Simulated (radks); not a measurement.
**Sn⁺ in [Kr] 4d9.75 5s2 5p1 6s0.25: an all-electron calculation**

What are the levels of the tin ion Sn+, how large are its shells, and how does its energy divide?

The numbers are computed with radks (a radial shooting solver on a logarithmic mesh, Libxc functionals) version 1 (scalar-relativistic Kohn-Sham, SOGGA, spin-polarised, spherical densities, finite nucleus; open shells are filled with parallel spins first), except any that are marked as measured or tabulated.

## 1. Starting point

* element: tin (Z = 50)
* charge: +1
* electrons: 49
* configuration: [Kr] 4d9.75 5s2 5p1 6s0.25
* nuclear rms radius: 4.6519 fm

In the logs a row gives level, spin channel, occupation and eigenvalue; Etot, Ekin, Encl (electron-nucleus), Eh (Hartree) and Exc are energies, all in hartree; err is the last residual, it the number of iterations.

## 2. Self-consistent calculation

Settings of this run:

```text
Z 50
configuration [Kr] 4d9.75 5s2 5p1 6s0.25 5d0 6p0 7s0
relativity scalar-relativistic
functional sogga,pbe
spin polarised
nucleus finite rms 4.6519 fm
c 137.035999084
```

Output:

```text
1s      1   1.0000       -1066.02188918
2s      1   1.0000        -161.28426174
2p      1   3.0000        -144.85889368
3s      1   1.0000         -31.43931508
3p      1   3.0000         -26.07113097
3d      1   5.0000         -17.79872101
4s      1   1.0000          -5.31343437
4p      1   3.0000          -3.68806852
4d      1   5.0000          -1.33627660
5s      1   1.0000          -0.71900455
5p      1   1.0000          -0.42945159
6s      1   0.2500          -0.18011457
5d      1   0.0000          -0.14073281
6p      1   0.0000          -0.12318097
7s      1   0.0000          -0.07312724
1s      2   1.0000       -1066.02097679
2s      2   1.0000        -161.28160397
2p      2   3.0000        -144.85643835
3s      2   1.0000         -31.43726888
3p      2   3.0000         -26.06883884
3d      2   5.0000         -17.79582269
4s      2   1.0000          -5.30385691
4p      2   3.0000          -3.67821989
4d      2   4.7500          -1.32408295
5s      2   1.0000          -0.68473572
5p      2   0.0000          -0.39198541
6s      2   0.0000          -0.14823188
5d      2   0.0000          -0.10683905
6p      2   0.0000          -0.09105938
7s      2   0.0000          -0.05707737
Etot -6173.399760604587
Ekin 6444.987811712828
Encl -14912.823127539128
Eh 2455.712916866675
Exc -161.27736164496224
err 6.172614955317649e-09
it 14
```

## 3. Orbitals and density

Sizes of the orbitals, from the radial functions (bohr):

| level | occupation | energy (eV) | <r> | outermost maximum (interpolated) | 90 % within | nodes |
| --- | --- | --- | --- | --- | --- | --- |
| 1s up | 1 | -29008 | 0.02907 | 0.0188 | 0.0522 | 0 |
| 1s down | 1 | -29008 | 0.02907 | 0.0188 | 0.0522 | 0 |
| 2s up | 1 | -4388.8 | 0.1256 | 0.106 | 0.194 | 1 |
| 2s down | 1 | -4388.7 | 0.1256 | 0.106 | 0.194 | 1 |
| 2p up | 3 | -3941.8 | 0.1096 | 0.0850 | 0.178 | 0 |
| 2p down | 3 | -3941.7 | 0.1096 | 0.0850 | 0.178 | 0 |
| 3s up | 1 | -855.51 | 0.3396 | 0.308 | 0.499 | 2 |
| 3s down | 1 | -855.45 | 0.3396 | 0.308 | 0.499 | 2 |
| 3p up | 3 | -709.43 | 0.3379 | 0.301 | 0.508 | 1 |
| 3p down | 3 | -709.37 | 0.3379 | 0.301 | 0.508 | 1 |
| 3d up | 5 | -484.33 | 0.3147 | 0.251 | 0.496 | 0 |
| 3d down | 5 | -484.25 | 0.3147 | 0.251 | 0.496 | 0 |
| 4s up | 1 | -144.59 | 0.8179 | 0.745 | 1.18 | 3 |
| 4s down | 1 | -144.33 | 0.8178 | 0.745 | 1.18 | 3 |
| 4p up | 3 | -100.36 | 0.8845 | 0.788 | 1.30 | 2 |
| 4p down | 3 | -100.09 | 0.8841 | 0.788 | 1.30 | 2 |
| 4d up | 5 | -36.362 | 1.090 | 0.885 | 1.69 | 1 |
| 4d down | 4.75 | -36.030 | 1.086 | 0.885 | 1.68 | 1 |
| 5s up | 1 | -19.565 | 2.264 | 1.97 | 3.31 | 4 |
| 5s down | 1 | -18.633 | 2.252 | 1.95 | 3.30 | 4 |
| 5p up | 1 | -11.686 | 2.800 | 2.37 | 4.16 | 3 |
| 5p down | 0 | -10.666 | 2.804 | 2.36 | 4.18 | 3 |
| 6s up | 0.25 | -4.901 | 5.880 | 5.31 | 8.48 | 5 |
| 5d up | 0 | -3.830 | 5.155 | 4.15 | 7.94 | 2 |
| 6p up | 0 | -3.352 | 7.440 | 6.80 | 10.7 | 4 |

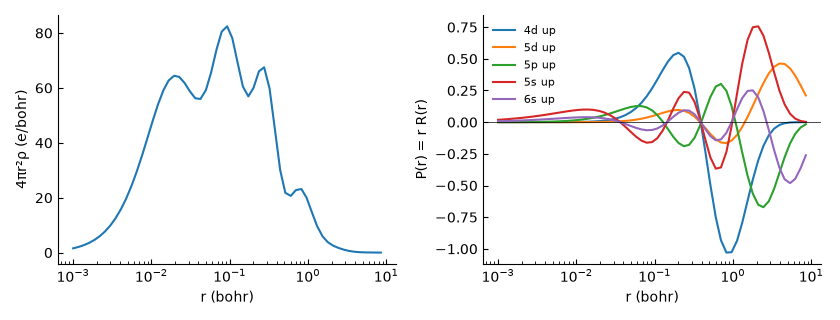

Left: shells in the radial density. Right: radial functions of the outer levels.

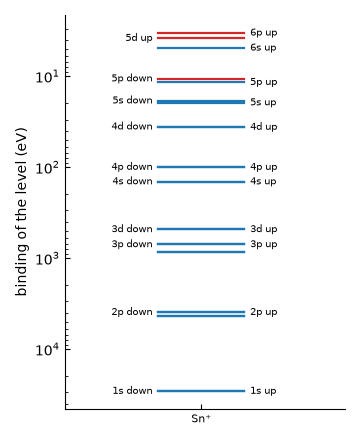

Level scheme on a logarithmic scale; filled levels blue, empty ones red.

Radial Coulomb (F) and exchange (G) integrals, eV:

| integral | shells | value |
| --- | --- | --- |
| F0 | 6s, 6s | 4.160 |
| F0 | 6s, 5p | 5.105 |
| G1 | 6s, 5p | 0.553 |
| F0 | 6s, 5s | 5.246 |
| G0 | 6s, 5s | 0.277 |
| F0 | 6s, 4d | 5.559 |
| G2 | 6s, 4d | 0.206 |
| F0 | 6s, 5d | 4.399 |
| G2 | 6s, 5d | 1.895 |
| F0 | 5p, 5p | 8.773 |

X-ray form factor f at sin θ/λ (1/Å): 0.05: 48.09, 0.15: 43.21, 0.25: 37.44, 0.4: 29.98, 0.6: 23.11, 1: 16.35, 1.5: 10.91.

## 4. Summary of results

```
                        quantity                   value
                    total energy     -6173.39976 hartree
exchange-correlation share of it                  2.61 %
                            −T/E                  1.0440
          highest occupied level        6s up, -4.901 eV
    most extended occupied level  6s up, <r> = 5.88 bohr
 radius at density 0.001 e/bohr³               4.25 bohr
    maxima of the radial density                       4
```

**Reading.** 6 principal shells are occupied and 4 maxima appear in the radial density; where shells overlap, one shows as a shoulder or not at all. −T/E is 1.044: with relativity the kinetic term as defined here no longer equals −E. This is not the tabulated ground configuration, so its levels and sizes aren't those of the ground state, and no measured value stands beside it.
